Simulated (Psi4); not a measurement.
Single-point calculation, with input and output: GaHClOF (part 2 of 2)

Continued. System: GaHClOF. Method: PBE0/def2-TZVP, UKS, dispersion D4 (Psi4 1.11). 

Geometry of the input (Å):
```
O  -0.6921  -1.7317  0.3335
Ga -0.2560  -0.3248  -0.6311
F  -0.6225  -0.3751  -2.3237
Cl 0.9603  1.9231  0.3823
H  -0.4627  -1.6402  1.2619
```

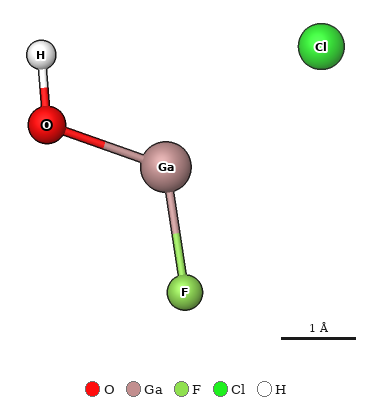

Fig. 1: The input geometry (ball-and-stick view, seen at a tilt). Sticks mark near contacts.

The program's output, continued:
```
         ---------------------------------------------------------
                                   SCF
                              UKS Reference
                        1 Threads,   1525 MiB Core
         ---------------------------------------------------------

  ==> Geometry <==

    Molecular point group: c1
    Full point group: C1

    Geometry (in Angstrom), charge = 0, multiplicity = 1:

       Center              X                  Y                   Z               Mass
    ------------   -----------------  -----------------  -----------------  -----------------
         O           -0.639008507123    -1.791620811990     0.817232526179    15.994914619570
         GA          -0.202908507123    -0.384720811990    -0.147367473821    68.925573500000
         F           -0.569408507123    -0.435020811990    -1.839967473821    18.998403162730
         CL           1.013391492877     1.863145188010     0.865998526179    34.968852682000
         H           -0.409608507123    -1.700120811990     1.745632526179     1.007825032230

  Running in c1 symmetry.

  Rotational constants: A =      0.20286  B =      0.06392  C =      0.04860 [cm^-1]
  Rotational constants: A =   6081.53538  B =   1916.17888  C =   1457.08002 [MHz]
  Nuclear repulsion =  327.753568514598555

  Charge       = 0
  Multiplicity = 1
  Electrons    = 66
  Nalpha       = 33
  Nbeta        = 33

  ==> Algorithm <==

  SCF Algorithm Type is DF.
  DIIS enabled.
  MOM disabled.
  Fractional occupation disabled.
  Guess Type is READ.
  Energy threshold   = 1.00e-06
  Density threshold  = 1.00e-06
  Integral threshold = 1.00e-12

  ==> Primary Basis <==

  Basis Set: DEF2-TZVP
    Blend: DEF2-TZVP
    Number of shells: 55
    Number of basis functions: 153
    Number of Cartesian functions: 175
    Spherical Harmonics?: true
    Max angular momentum: 3

  ==> DFT Potential <==

   => LibXC <=

    Version 7.1.2

   => Composite Functional: PBE0-D4BJEEQATM <=

    PBE0-d4bjeeqatm Hyb-GGA Exchange-Correlation Functional

    Deriv               =              1
    GGA                 =           TRUE
    Meta                =          FALSE

    Exchange Hybrid     =           TRUE
    MP2 Hybrid          =          FALSE

   => Exchange Functionals <=

    0.7500   Perdew, Burke & Ernzerhof

   => Exact (HF) Exchange <=

    0.2500               HF

   => Correlation Functionals <=

    1.0000   Perdew, Burke & Ernzerhof

   => LibXC Density Thresholds  <==

    XC_HYB_GGA_XC_PBEH:  1.00E-15

   => Molecular Quadrature <=

    Radial Scheme          =       TREUTLER
    Pruning Scheme         =           NONE
    Nuclear Scheme         =       TREUTLER

    Blocking Scheme        =         OCTREE
    BS radius alpha        =              1
    Pruning alpha          =              1
    Radial Points          =             75
    Spherical Points       =            302
    Total Points           =         108601
    Total Blocks           =            879
    Max Points             =            256
    Max Functions          =            141
    Weights Tolerance      =       1.00E-15

   => Loading Basis Set <=

    Name: (DEF2-TZVP AUX)
    Role: JKFIT
    Keyword: DF_BASIS_SCF

   => Loading Basis Set <=

    Name: DEF2-TZVP
    Role: ORBITAL
    Keyword: BASIS

  Reading orbitals from file scr/run.default.5869.180.npy, no projection.

  ==> Integral Setup <==

  DFHelper Memory: AOs need 0.098 GiB; user supplied 0.808 GiB.
  SCF_SUBTYPE=INCORE selected. In-core MEM_DF algorithm will be used.
  Using in-core AOs.

  ==> MemDFJK: Density-Fitted J/K Matrices <==

    J tasked:                   Yes
    K tasked:                   Yes
    wK tasked:                   No
    Memory [MiB]:               827
    Algorithm:                 Core
    Schwarz Cutoff:           1E-12
    Mask sparsity (%):       8.7573
    Fitting Condition:        1E-10

   => Auxiliary Basis Set <=

  Basis Set: (DEF2-TZVP AUX)
    Blend: DEF2-UNIVERSAL-JKFIT
    Number of shells: 154
    Number of basis functions: 566
    Number of Cartesian functions: 732
    Spherical Harmonics?: true
    Max angular momentum: 5

  Cached 100.0% of DFT collocation blocks in 0.310 [GiB].

  Minimum eigenvalue in the overlap matrix is 5.8789431024E-03.
  Reciprocal condition number of the overlap matrix is 1.1193322627E-03.
    Using symmetric orthogonalization.

  ==> Pre-Iterations <==

  SCF Guess: Orbitals guess was supplied from a previous computation.

   -------------------------------------------------------
    Irrep   Nso     Nmo     Nalpha   Nbeta   Ndocc  Nsocc
   -------------------------------------------------------
     A        153     153      33      33      33       0
   -------------------------------------------------------
    Total     153     153      33      33      33       0
   -------------------------------------------------------

  ==> Iterations <==

                           Total Energy        Delta E     RMS |[F,P]|

   @DF-UKS iter   0: -2560.27872313559965   -2.56028e+03   3.03353e-03
   @DF-UKS iter   1: -2560.30794963896824   -2.92265e-02   1.01061e-03 DIIS/ADIIS
   @DF-UKS iter   2: -2560.30440404766796    3.54559e-03   1.22564e-03 DIIS/ADIIS
   @DF-UKS iter   3: -2560.31284419204758   -8.44014e-03   2.10148e-04 DIIS/ADIIS
   @DF-UKS iter   4: -2560.31310020700357   -2.56015e-04   5.78024e-05 DIIS
   @DF-UKS iter   5: -2560.31312293438714   -2.27274e-05   1.17018e-05 DIIS
   @DF-UKS iter   6: -2560.31312391673282   -9.82346e-07   6.12314e-06 DIIS
   @DF-UKS iter   7: -2560.31312423523514   -3.18502e-07   1.11949e-06 DIIS
   @DF-UKS iter   8: -2560.31312424417547   -8.94033e-09   4.44976e-07 DIIS
  Energy and wave function converged.

  ==> Post-Iterations <==

   Electrons on quadrature grid:
      Nalpha   =   33.0000194988 ; deviation = 1.950e-05
      Nbeta    =   33.0000194988 ; deviation = 1.950e-05
      Ntotal   =   66.0000389976 ; deviation = 3.900e-05

   @Spin Contamination Metric:   9.755964925E-10
   @S^2 Expected:                0.000000000E+00
   @S^2 Observed:                9.755964925E-10
   @S   Expected:                0.000000000E+00
   @S   Observed:                0.000000000E+00

    Orbital Energies [Eh]
    ---------------------

    Alpha Occupied:

       1A   -372.990963     2A   -101.686602     3A    -46.131286
       4A    -40.847097     5A    -40.843701     6A    -40.841492
       7A    -24.772201     8A    -19.264427     9A     -9.509148
      10A     -7.242544    11A     -7.235697    12A     -7.235488
      13A     -5.650202    14A     -3.923754    15A     -3.915616
      16A     -3.911998    17A     -1.211045    18A     -1.074454
      19A     -0.946718    20A     -0.946425    21A     -0.945156
      22A     -0.935525    23A     -0.930446    24A     -0.791782
      25A     -0.570665    26A     -0.496604    27A     -0.450372
      28A     -0.445483    29A     -0.434680    30A     -0.390883
      31A     -0.350721    32A     -0.315529    33A     -0.314430

    Alpha Virtual:

      34A     -0.140315    35A     -0.052770    36A      0.014927
      37A      0.038552    38A      0.095732    39A      0.164225
      40A      0.188183    41A      0.198425    42A      0.209690
      43A      0.215882    44A      0.221734    45A      0.247344
      46A      0.308817    47A      0.350195    48A      0.390649
      49A      0.396982    50A      0.406652    51A      0.410481
      52A      0.460797    53A      0.473887    54A      0.490616
      55A      0.498279    56A      0.503955    57A      0.511161
      58A      0.568155    59A      0.604031    60A      0.620674
      61A      0.658609    62A      0.731052    63A      0.752572
      64A      0.765466    65A      0.773710    66A      0.833846
      67A      0.847053    68A      0.892789    69A      0.918412
      70A      0.925030    71A      0.936766    72A      0.961646
      73A      0.977652    74A      0.997050    75A      1.102649
      76A      1.159218    77A      1.307598    78A      1.311912
      79A      1.544996    80A      1.668333    81A      1.779734
      82A      1.787706    83A      1.801622    84A      1.833284
      85A      1.857932    86A      1.860414    87A      1.886174
      88A      2.020456    89A      2.025001    90A      2.042221
      91A      2.066204    92A      2.100352    93A      2.114166
      94A      2.116801    95A      2.122219    96A      2.122221
      97A      2.136795    98A      2.138301    99A      2.205924
     100A      2.207901   101A      2.249111   102A      2.263270
     103A      2.274885   104A      2.296529   105A      2.330317
     106A      2.364120   107A      2.376906   108A      2.425612
     109A      2.547649   110A      2.623907   111A      2.687603
     112A      2.710996   113A      2.882102   114A      3.152932
     115A      3.233959   116A      3.291184   117A      3.414187
     118A      3.446975   119A      3.461511   120A      3.777239
     121A      3.917937   122A      4.137965   123A      5.096262
     124A      5.105584   125A      5.157358   126A      5.185803
     127A      5.268332   128A      5.368721   129A      5.443676
     130A      6.175012   131A      6.325584   132A      6.481712
     133A      6.508520   134A      6.756126   135A      6.881600
     136A      6.882985   137A      6.885516   138A      6.886649
     139A      6.896503   140A      6.925859   141A      6.945074
     142A      6.986906   143A      8.306740   144A      8.319737
     145A      8.525464   146A      8.576615   147A      8.804474
     148A     10.757666   149A     10.764331   150A     10.816528
     151A     24.610892   152A     43.494822   153A     56.878231

    Beta Occupied:

       1A   -372.990963     2A   -101.686602     3A    -46.131286
       4A    -40.847097     5A    -40.843701     6A    -40.841492
       7A    -24.772201     8A    -19.264427     9A     -9.509148
      10A     -7.242543    11A     -7.235696    12A     -7.235488
      13A     -5.650202    14A     -3.923754    15A     -3.915616
      16A     -3.911998    17A     -1.211045    18A     -1.074454
      19A     -0.946719    20A     -0.946425    21A     -0.945156
      22A     -0.935525    23A     -0.930446    24A     -0.791779
      25A     -0.570665    26A     -0.496605    27A     -0.450372
      28A     -0.445483    29A     -0.434681    30A     -0.390883
      31A     -0.350718    32A     -0.315529    33A     -0.314430

    Beta Virtual:

      34A     -0.140315    35A     -0.052771    36A      0.014926
      37A      0.038552    38A      0.095731    39A      0.164224
      40A      0.188183    41A      0.198425    42A      0.209689
      43A      0.215882    44A      0.221734    45A      0.247344
      46A      0.308817    47A      0.350195    48A      0.390650
      49A      0.396983    50A      0.406653    51A      0.410481
      52A      0.460797    53A      0.473887    54A      0.490616
      55A      0.498280    56A      0.503956    57A      0.511161
      58A      0.568155    59A      0.604031    60A      0.620673
      61A      0.658609    62A      0.731052    63A      0.752572
      64A      0.765466    65A      0.773708    66A      0.833845
      67A      0.847053    68A      0.892789    69A      0.918411
      70A      0.925029    71A      0.936766    72A      0.961645
      73A      0.977651    74A      0.997048    75A      1.102649
      76A      1.159217    77A      1.307598    78A      1.311911
      79A      1.544996    80A      1.668333    81A      1.779734
      82A      1.787706    83A      1.801622    84A      1.833285
      85A      1.857933    86A      1.860415    87A      1.886176
      88A      2.020456    89A      2.025001    90A      2.042221
      91A      2.066204    92A      2.100352    93A      2.114167
      94A      2.116802    95A      2.122219    96A      2.122221
      97A      2.136795    98A      2.138302    99A      2.205924
     100A      2.207902   101A      2.249112   102A      2.263272
     103A      2.274886   104A      2.296529   105A      2.330317
     106A      2.364120   107A      2.376905   108A      2.425612
     109A      2.547650   110A      2.623907   111A      2.687602
     112A      2.710996   113A      2.882102   114A      3.152932
     115A      3.233958   116A      3.291184   117A      3.414186
     118A      3.446974   119A      3.461511   120A      3.777239
     121A      3.917937   122A      4.137965   123A      5.096262
     124A      5.105583   125A      5.157357   126A      5.185803
     127A      5.268331   128A      5.368721   129A      5.443676
     130A      6.175012   131A      6.325584   132A      6.481712
     133A      6.508519   134A      6.756126   135A      6.881600
     136A      6.882985   137A      6.885516   138A      6.886649
     139A      6.896503   140A      6.925859   141A      6.945074
     142A      6.986906   143A      8.306740   144A      8.319737
     145A      8.525464   146A      8.576615   147A      8.804474
     148A     10.757666   149A     10.764331   150A     10.816529
     151A     24.610892   152A     43.494822   153A     56.878231

    Final Occupation by Irrep:
              A
    DOCC [    33 ]
    SOCC [     0 ]
    NA   [    33 ]
    NB   [    33 ]

  @DF-UKS Final Energy: -2560.31312424417547

   => Energetics <=

    Nuclear Repulsion Energy =            327.7535685145985553
    One-Electron Energy =               -4216.1237360396644362
    Two-Electron Energy =                1420.3517460629450397
    DFT Exchange-Correlation Energy =     -92.2919001231811507
    Empirical Dispersion Energy =          -0.0028026588732540
    VV10 Nonlocal Energy =                  0.0000000000000000
    Total Energy =                      -2560.3131242441754694

  UHF NO Occupations:
  HONO-2 :   31  A 2.0000000
  HONO-1 :   32  A 2.0000000
  HONO-0 :   33  A 2.0000000
  LUNO+0 :   34  A 0.0000000
  LUNO+1 :   35  A 0.0000000
  LUNO+2 :   36  A 0.0000000
  LUNO+3 :   37  A 0.0000000

Computation Completed

Properties will be evaluated at   0.000000,   0.000000,   0.000000 [a0]

Properties computed using the SCF density matrix

 Multipole Moments:

 ------------------------------------------------------------------------------------
     Multipole            Electronic (a.u.)      Nuclear  (a.u.)        Total (a.u.)
 ------------------------------------------------------------------------------------

 L = 1.  Multiply by 2.5417464519 to convert [e a0] to [Debye]
 Dipole X            :         -0.8323049            0.5501721           -0.2821328
 Dipole Y            :         -0.4972213           -0.3801214           -0.8773427
 Dipole Z            :         -2.9935435            3.5477127            0.5541693
 Magnitude           :                                                    1.0753756

 ------------------------------------------------------------------------------------

	total time  =          7 seconds =       0.12 minutes
```

Standard output:
```
total energy -2560.31312424 hartree = -69669.66870 eV
CURRENT ENERGY                                  -2560.3131242442
CURRENT REFERENCE ENERGY                        -2560.3131242442
DD SOLVATION ENERGY                                 0.0000000000
DFT FUNCTIONAL TOTAL ENERGY                     -2560.3103215853
DFT TOTAL ENERGY                                -2560.3131242442
DFT VV10 ENERGY                                     0.0000000000
DFT XC ENERGY                                     -92.2919001232
DISPERSION CORRECTION ENERGY                       -0.0028026589
GRID ELECTRONS ALPHA                               33.0000194988
GRID ELECTRONS BETA                                33.0000194988
GRID ELECTRONS TOTAL                               66.0000389976
NUCLEAR REPULSION ENERGY                          327.7535685146
ONE-ELECTRON ENERGY                             -4216.1237360397
PBE0-D4(BJ,EEQ)ATM DISPERSION CORRECTION ENERGY      -0.0028026589
PCM POLARIZATION ENERGY                             0.0000000000
PE ENERGY                                           0.0000000000
SCF ITERATION ENERGY                            -2560.3131242442
SCF ITERATIONS                                      8.0000000000
SCF TOTAL ENERGY                                -2560.3131242442
TWO-ELECTRON ENERGY                              1420.3517460629
XC GRID RADIAL POINTS                              75.0000000000
XC GRID SPHERICAL POINTS                          302.0000000000
XC GRID TOTAL POINTS                           108601.0000000000
```

Summary:

- outcome: converged
- total energy: −2560.313124 hartree
- dispersion energy: −0.002803 hartree
- basis functions: 153
- HOMO: −8.56 eV
- LUMO: −3.82 eV
- dipole moment: 2.73 D
- wall time: 17 s
- peak memory: 0.65 GiB
